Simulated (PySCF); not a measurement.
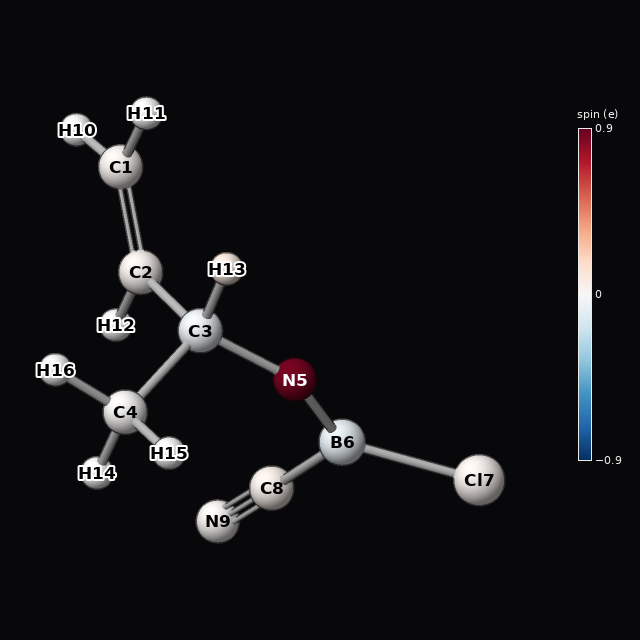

Atoms are coloured by their Mulliken spin populations. Charge 0, doublet. The computed structure is the end point of a GFN2-xTB optimisation. No frequency run is at hand to confirm it as a minimum. Level of theory: UKS B3LYP, pcH-1 on B C Cl H N, non-relativistic (PySCF 2.14.0).

Give the Mulliken spin populations atom by atom.

| atom | value (e) |
| --- | --- |
| C1 | 0.03 |
| C2 | 0.03 |
| C3 | −0.04 |
| C4 | 0.01 |
| N5 | 0.86 |
| B6 | −0.06 |
| Cl7 | 0.03 |
| C8 | 0.05 |
| N9 | 0.02 |
| H10 | 0.00 |
| H11 | 0.00 |
| H12 | 0.00 |
| H13 | 0.07 |
| H14 | 0.00 |
| H15 | 0.00 |
| H16 | 0.00 |

Mulliken values depend strongly on the basis set. The geometry is semi-empirical. Around B such bond lengths and angles can be off by a tenth of an ångström or more and by several degrees, and values that hang on the shape move with them.
